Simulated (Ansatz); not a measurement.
# Geometry relaxation, with input and output: CH8OSn (part 2 of 2)

CH8OSn; RKS PBE-D4/def2-SVP (Ansatz 0.2.0). The input holds or restrains some coordinates. It belongs to a series of runs on one base structure; here: pulled along the bonds that form and break, towards end B.

Geometry of the input (Å):
```
Sn 0.0000  0.0000  0.0000
H  0.0000  0.0000  2.0900
C  2.0274  0.0000  -0.7160
H  2.3751  -1.0463  -0.8441
H  2.0760  0.5276  -1.6913
H  2.6794  0.5187  0.0175
H  -0.8195  1.4198  -0.5794
H  -0.8195  -1.4198  -0.5794
O  -2.1447  0.0000  0.7126
H  -2.6898  -0.6297  0.1413
H  -1.0640  0.0000  1.9402
```

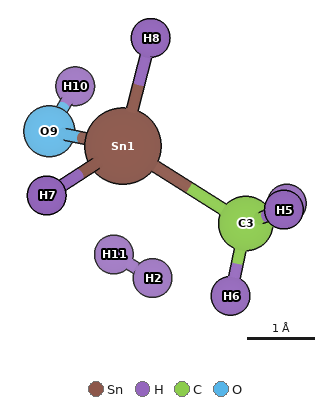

*The geometry at step 14 of the log (ball-and-stick view, seen at a tilt; atoms are numbered from 1 in the order of the input).*

## Trajectory as extended XYZ, continued
```
11
Properties=species:S:1:pos:R:3:forces:R:3 step=3 energy=-9035.92055
Sn   -0.1999    0.0022   -0.3184    0.1601  -0.0247  -0.0075
H    -0.1118    0.0002    2.4156    2.1148   0.0532   0.8709
C     2.0254   -0.0052   -0.6970   -0.3135  -0.1080   0.2249
H     2.3744   -1.0456   -0.8396   -0.0429  -0.0190   0.0845
H     2.0671    0.5250   -1.6795   -0.1121  -0.0578   0.2271
H     2.6805    0.5200    0.0195   -0.0542   0.0654   0.1149
H    -0.8114    1.4849   -0.6217    0.2619   1.6935  -0.9657
H    -0.8121   -1.4843   -0.6325    0.1723  -1.6483  -1.2627
O    -2.1124    0.0272    0.5276   -0.4177   0.7184   1.2752
H    -2.6836   -0.6511    0.1356    0.2049  -0.6258   0.0905
H    -0.7958   -0.0030    2.1817   -1.9737  -0.0469  -0.6520
11
Properties=species:S:1:pos:R:3:forces:R:3 step=5 energy=-9036.96227
Sn   -0.3471    0.0240   -0.3973    0.9634  -0.0248  -0.9575
H    -0.0535    0.0050    2.5358    1.9755   0.0528   0.7950
C     1.9224   -0.0195   -0.6404   -0.2102   0.0122   0.2299
H     2.3037   -1.0512   -0.7831   -0.1955  -0.0148   0.1560
H     2.0038    0.5098   -1.6198   -0.1657  -0.0383   0.1430
H     2.5759    0.5178    0.0762   -0.2168  -0.0033   0.1160
H    -0.6570    1.6680   -0.8828    0.1756  -0.0566  -0.4702
H    -0.7065   -1.6085   -0.9550    0.0977   0.2036  -0.5500
O    -2.1010    0.0721    0.5720   -0.8053  -0.1790   0.8387
H    -2.5858   -0.7343    0.2882    0.2461   0.0958   0.3183
H    -0.7345   -0.0128    2.2975   -1.8649  -0.0476  -0.6192
11
Properties=species:S:1:pos:R:3:forces:R:3 step=6 energy=-9037.30597
Sn   -0.3725    0.0344   -0.4502    0.8768  -0.0288  -0.9574
H     0.0218    0.0054    2.4771    1.4548   0.0457   0.4282
C     1.8731   -0.0208   -0.5826   -0.1702  -0.0098   0.1638
H     2.2437   -1.0585   -0.7099   -0.1506   0.0255   0.1448
H     1.9596    0.4991   -1.5653   -0.0333  -0.0550   0.1102
H     2.5152    0.5228    0.1388   -0.2310  -0.0118   0.1142
H    -0.6221    1.6566   -1.0417    0.0044  -0.1617  -0.3334
H    -0.6962   -1.5566   -1.1427   -0.0006   0.3190  -0.3798
O    -2.0575    0.0612    0.6308   -0.6282  -0.2307   0.7164
H    -2.5403   -0.7553    0.3752    0.1684   0.1422   0.2469
H    -0.7045   -0.0181    2.3618   -1.2905  -0.0346  -0.2540
11
Properties=species:S:1:pos:R:3:forces:R:3 step=7 energy=-9037.51479
Sn   -0.3963    0.0679   -0.4979    0.7940  -0.1142  -1.0954
H     0.0980   -0.0180    2.4176    1.6442   0.0348   0.4139
C     1.8463   -0.0236   -0.5282   -0.2132   0.0009   0.0399
H     2.2106   -1.0717   -0.5790   -0.1712   0.0916   0.1288
H     1.9948    0.4434   -1.5328   -0.0337  -0.0898   0.1939
H     2.4453    0.5523    0.2042   -0.2148  -0.0078   0.0951
H    -0.6722    1.6507   -1.1704    0.0200  -0.1395  -0.1904
H    -0.7401   -1.4573   -1.3105    0.0217   0.2760  -0.2448
O    -2.0399    0.0772    0.6418   -1.0181  -1.0502   0.6339
H    -2.4982   -0.8076    0.5150    0.6417   1.0225   0.2444
H    -0.6278   -0.0430    2.3316   -1.4706  -0.0244  -0.2194
11
Properties=species:S:1:pos:R:3:forces:R:3 step=8 energy=-9037.74703
Sn   -0.4249    0.0863   -0.5685    0.6128  -0.0594  -1.0853
H     0.2230   -0.0189    2.3175    1.7207   0.0433   0.2783
C     1.7769   -0.0304   -0.4693   -0.0419  -0.0424   0.0827
H     2.1275   -1.0845   -0.4194   -0.1377   0.1612   0.0725
H     2.0217    0.3767   -1.4812   -0.0128  -0.0909   0.2285
H     2.2985    0.5827    0.2930   -0.1612  -0.0311  -0.0037
H    -0.7108    1.6515   -1.2624   -0.0106  -0.0710  -0.1226
H    -0.7741   -1.3659   -1.4848   -0.0266   0.1756  -0.1795
O    -1.9842    0.0516    0.6752   -0.8316  -0.7506   0.6505
H    -2.4272   -0.8338    0.5813    0.4154   0.6993   0.1451
H    -0.5061   -0.0452    2.3101   -1.5266  -0.0340  -0.0665
11
Properties=species:S:1:pos:R:3:forces:R:3 step=9 energy=-9037.90439
Sn   -0.4708    0.0966   -0.6480    0.6869   0.0771  -0.9188
H     0.3537   -0.0211    2.1910    1.8251   0.0623   0.1705
C     1.7169   -0.0337   -0.3827   -0.1868  -0.0302  -0.1525
H     2.0411   -1.0870   -0.2568   -0.0794   0.0929   0.0722
H     2.0441    0.3156   -1.3902    0.0509  -0.0685   0.1686
H     2.1891    0.6122    0.3834   -0.2022  -0.0268   0.0187
H    -0.7614    1.6547   -1.3585   -0.0098  -0.0792  -0.0338
H    -0.8400   -1.2848   -1.6551    0.0009   0.1148  -0.0689
O    -1.9425    0.0390    0.6961   -0.6183  -0.4660   0.5655
H    -2.3401   -0.8622    0.6699    0.1691   0.3817   0.0816
H    -0.3698   -0.0591    2.2424   -1.6364  -0.0582   0.0969
11
Properties=species:S:1:pos:R:3:forces:R:3 step=11 energy=-9038.01098
Sn   -0.5089    0.1374   -0.7623    0.4343   0.0413  -0.9502
H     0.5012   -0.0489    2.0023    1.8284  -0.1962   0.0119
C     1.6051   -0.0661   -0.3088    0.0599   0.0778  -0.0812
H     1.8419   -1.0747    0.0753   -0.0185  -0.0141   0.0826
H     2.1311    0.0720   -1.2745    0.0140  -0.0057  -0.0302
H     1.9569    0.7111    0.3970   -0.0479  -0.0706  -0.0040
H    -0.8329    1.7313   -1.3490   -0.0139   0.0034   0.0222
H    -0.9105   -1.0936   -1.9322    0.0008   0.0372  -0.0039
O    -1.8470   -0.0581    0.6906   -0.6371  -0.0634   0.5583
H    -2.1185   -0.9898    0.7925    0.0275   0.0082   0.0007
H    -0.1982    0.0497    2.1605   -1.6474   0.1821   0.3939
11
Properties=species:S:1:pos:R:3:forces:R:3 step=12 energy=-9038.02855
Sn   -0.5104    0.1419   -0.7651    0.4324   0.1470  -0.9447
H     0.4901    0.1032    2.0135    1.9719   0.1424   0.0503
C     1.6024   -0.0982   -0.3184    0.0115  -0.0310  -0.0241
H     1.8072   -1.0688    0.1707   -0.0117  -0.0056   0.0191
H     2.1391   -0.0650   -1.2882   -0.0165   0.0024   0.0104
H     1.9610    0.7267    0.3242    0.0114  -0.0025   0.0070
H    -0.8346    1.7732   -1.2333   -0.0101   0.0068   0.0167
H    -0.9197   -0.9905   -2.0244   -0.0084   0.0005  -0.0087
O    -1.8603   -0.1301    0.6672   -0.5800  -0.1847   0.5536
H    -2.0356   -1.0803    0.8069    0.0032   0.0253  -0.0083
H    -0.2187    0.0581    2.1380   -1.8036  -0.1007   0.3287
11
Properties=species:S:1:pos:R:3:forces:R:3 step=13 energy=-9038.08269 accepted=F
Sn   -0.5134    0.1565   -0.7599    0.3456   0.1647  -0.9074
H     0.5006    0.2929    2.0200    1.1048   0.2660   0.2328
C     1.5948   -0.1404   -0.3152    0.0783  -0.1155  -0.0228
H     1.7639   -1.0920    0.2334   -0.0340   0.1299  -0.0906
H     2.1312   -0.1784   -1.2895   -0.0596   0.0053   0.1468
H     1.9785    0.7051    0.2894    0.0026  -0.0580  -0.0578
H    -0.8426    1.8247   -1.1034    0.0050  -0.0931   0.0389
H    -0.9339   -0.8897   -2.0966    0.0210   0.0643   0.0303
O    -1.8673   -0.2376    0.6483   -0.4740  -0.4445   0.5586
H    -1.9713   -1.2055    0.7746    0.0234   0.2661  -0.0534
H    -0.2200    0.1347    2.0901   -1.0128  -0.1853   0.1246
11
Properties=species:S:1:pos:R:3:forces:R:3 step=14 energy=-9038.04330
Sn   -0.5087    0.1487   -0.7626    0.3723   0.1637  -0.9261
H     0.4894    0.1948    2.0144    1.8996   0.1852   0.0806
C     1.5998   -0.1262   -0.3179    0.0344  -0.0278  -0.0172
H     1.7816   -1.0903    0.1953   -0.0158   0.0272  -0.0059
H     2.1380   -0.1259   -1.2878   -0.0168  -0.0038   0.0311
H     1.9743    0.7053    0.3086    0.0041  -0.0299  -0.0146
H    -0.8537    1.7985   -1.1523    0.0170  -0.0224   0.0236
H    -0.9261   -0.9268   -2.0717    0.0062   0.0217   0.0074
O    -1.8502   -0.1989    0.6628   -0.5604  -0.2615   0.5429
H    -2.0006   -1.1578    0.7771    0.0111   0.0748  -0.0092
H    -0.2232    0.1489    2.1255   -1.7516  -0.1271   0.2875
11
Properties=species:S:1:pos:R:3:forces:R:3 step=16 energy=-9038.08474
Sn   -0.5061    0.1602   -0.7509    0.3197   0.1236  -0.8605
H     0.4627    0.4377    2.0295    1.6299   0.5346   0.1376
C     1.5980   -0.1769   -0.3251    0.0454  -0.0149  -0.0203
H     1.7505   -1.1340    0.2127   -0.0251   0.0549  -0.0278
H     2.1336   -0.2140   -1.2967   -0.0347  -0.0119   0.0634
H     1.9992    0.6565    0.2829    0.0102  -0.0470  -0.0178
H    -0.8581    1.8349   -1.0121    0.0233  -0.0529   0.0321
H    -0.9406   -0.8248   -2.1273    0.0176   0.0586   0.0127
O    -1.8311   -0.3168    0.6573   -0.4723  -0.2883   0.5357
H    -1.9567   -1.2842    0.7169    0.0184   0.0811  -0.0285
H    -0.2310    0.2318    2.1042   -1.5323  -0.4377   0.1734
11
Properties=species:S:1:pos:R:3:forces:R:3 step=17 energy=-9038.11237
Sn   -0.5100    0.1373   -0.7400    0.3682   0.3635  -0.8508
H     0.4294    0.6342    2.0231    1.4838   0.6848   0.1138
C     1.5927   -0.2174   -0.3270    0.0987  -0.1427  -0.0925
H     1.7212   -1.1705    0.2275    0.0108   0.0990  -0.0471
H     2.1225   -0.2880   -1.3024   -0.0541  -0.0127   0.1348
H     2.0229    0.6148    0.2647   -0.0582  -0.0600  -0.0328
H    -0.8448    1.8350   -0.8697   -0.0007  -0.0970   0.0217
H    -0.9556   -0.7063   -2.2123    0.0125   0.0403   0.1417
O    -1.7840   -0.4304    0.6818   -0.4762  -0.5258   0.4428
H    -1.9300   -1.3998    0.6604    0.0274   0.2294   0.0080
H    -0.2440    0.3614    2.0854   -1.4121  -0.5788   0.1604
11
Properties=species:S:1:pos:R:3:forces:R:3 step=18 energy=-9038.12960 accepted=F
Sn   -0.4840    0.2099   -0.7260    0.2634  -0.1728  -0.8019
H     0.3426    0.8127    2.0388    0.7883   0.5988   0.1742
C     1.6017   -0.2715   -0.3449    0.0436   0.2495  -0.0614
H     1.7164   -1.2177    0.2171   -0.1328   0.0085   0.0091
H     2.1327   -0.3559   -1.3141   -0.0225   0.0024   0.0244
H     2.0393    0.5577    0.2419    0.1150  -0.0575   0.0137
H    -0.8986    1.8877   -0.7922    0.1073  -0.0629   0.0133
H    -0.9869   -0.6824   -2.1451    0.0467   0.1583  -0.0428
O    -1.7097   -0.4921    0.6737   -0.5709  -0.6664   0.6209
H    -1.8694   -1.4570    0.5654    0.0872   0.4222  -0.0011
H    -0.2636    0.3788    2.0770   -0.7254  -0.4802   0.0516
11
Properties=species:S:1:pos:R:3:forces:R:3 step=19 energy=-9038.12034
Sn   -0.5019    0.1520   -0.7307    0.3975   0.2611  -0.7918
H     0.3864    0.7239    2.0265    1.5830   0.8669   0.0890
C     1.5966   -0.2402   -0.3386    0.0421  -0.0545  -0.0383
H     1.7117   -1.1818    0.2338   -0.0039   0.0370  -0.0190
H     2.1195   -0.3372   -1.3120   -0.0120  -0.0078   0.0590
H     2.0399    0.5944    0.2379   -0.0133  -0.0359  -0.0176
H    -0.8498    1.8433   -0.8041    0.0009  -0.0212   0.0088
H    -0.9645   -0.6662   -2.2037   -0.0067   0.0287   0.0522
O    -1.7442   -0.4804    0.6882   -0.4943  -0.4334   0.4881
H    -1.9111   -1.4409    0.6113    0.0132   0.1160   0.0089
H    -0.2623    0.4035    2.0831   -1.5065  -0.7570   0.1608
11
Properties=species:S:1:pos:R:3:forces:R:3 step=20 energy=-9038.13006
Sn   -0.4957    0.1555   -0.7192    0.4096   0.2529  -0.7666
H     0.3486    0.8164    2.0288    1.5350   1.0067   0.0604
C     1.6026   -0.2587   -0.3467    0.0138  -0.0236  -0.0166
H     1.7083   -1.1942    0.2364   -0.0143   0.0152  -0.0119
H     2.1203   -0.3728   -1.3195    0.0001  -0.0069   0.0252
H     2.0590    0.5748    0.2202   -0.0026  -0.0190  -0.0113
H    -0.8509    1.8463   -0.7498    0.0075  -0.0173   0.0105
H    -0.9817   -0.6274   -2.2017   -0.0058   0.0218   0.0295
O    -1.7026   -0.5345    0.7024   -0.4983  -0.4570   0.4962
H    -1.9174   -1.4776    0.5573    0.0231   0.1282   0.0180
H    -0.2700    0.4425    2.0833   -1.4681  -0.9011   0.1665
11
Properties=species:S:1:pos:R:3:forces:R:3 step=22 energy=-9038.17253 accepted=F
Sn   -0.4691    0.1520   -0.6926    0.3624   0.3100  -0.6638
H     0.1675    1.1081    2.0310    0.6657   0.8127   0.0070
C     1.6264   -0.3108   -0.3804   -0.0028   0.0016  -0.0208
H     1.6943   -1.2397    0.2181   -0.0020   0.0036  -0.0046
H     2.1302   -0.4620   -1.3546   -0.0017  -0.0003   0.0104
H     2.1213    0.5110    0.1705   -0.0034  -0.0054  -0.0037
H    -0.8316    1.8406   -0.5942    0.0110  -0.0208  -0.0122
H    -1.0385   -0.5135   -2.2028    0.0089   0.0037   0.0426
O    -1.5402   -0.7020    0.7525   -0.7278  -1.0538   0.1991
H    -1.9442   -1.5475    0.4240    0.3109   0.6855   0.2838
H    -0.2957    0.5341    2.1198   -0.6212  -0.7368   0.1621
11
Properties=species:S:1:pos:R:3:forces:R:3 step=23 energy=-9038.14995
Sn   -0.4762    0.1571   -0.6992    0.4115   0.2972  -0.7220
H     0.2140    1.0187    2.0302    1.2377   1.2457  -0.0453
C     1.6197   -0.2951   -0.3733   -0.0071  -0.0162  -0.0131
H     1.6903   -1.2234    0.2253    0.0072  -0.0023   0.0010
H     2.1285   -0.4444   -1.3449   -0.0032  -0.0018   0.0023
H     2.1090    0.5289    0.1789   -0.0028   0.0017   0.0020
H    -0.8323    1.8468   -0.6408   -0.0029  -0.0039   0.0086
H    -1.0288   -0.5421   -2.1980    0.0027   0.0025   0.0138
O    -1.5786   -0.6582    0.7394   -0.5253  -0.5665   0.4666
H    -1.9242   -1.5314    0.4607    0.0592   0.1938   0.0610
H    -0.3011    0.5134    2.1130   -1.1770  -1.1502   0.2250
11
Properties=species:S:1:pos:R:3:forces:R:3 step=24 energy=-9038.14590
Sn   -0.4643    0.1466   -0.6935    0.3908   0.2557  -0.6964
H     0.1757    1.0659    2.0300    1.2629   1.4524  -0.0982
C     1.6333   -0.2993   -0.3813   -0.0122  -0.0007   0.0001
H     1.7074   -1.2217    0.2261   -0.0107  -0.0019  -0.0034
H     2.1384   -0.4566   -1.3531    0.0040   0.0038  -0.0064
H     2.1219    0.5302    0.1629    0.0109   0.0060  -0.0045
H    -0.8413    1.8277   -0.6013    0.0044   0.0517  -0.0144
H    -1.0351   -0.5360   -2.1926    0.0035   0.0031   0.0100
O    -1.5128   -0.7194    0.7542   -0.4679  -0.4554   0.5354
H    -2.0079   -1.4923    0.4225    0.0258   0.0529   0.0076
H    -0.2948    0.5252    2.1174   -1.2115  -1.3677   0.2703
```

## Summary

```tsv
quantity	value
outcome	converged under the restraints of the input
total energy	−9038.1459 eV
mean-field energy	−9037.9658 eV
largest force (length of the vector) at the end, held atoms and coordinates included	1.927 eV/Å
hardware	2 threads of Arm Neoverse V1, 24 GiB of memory available, shared host
wall time	40 s (CPU time 76 s)
peak memory	0.13 GiB
```
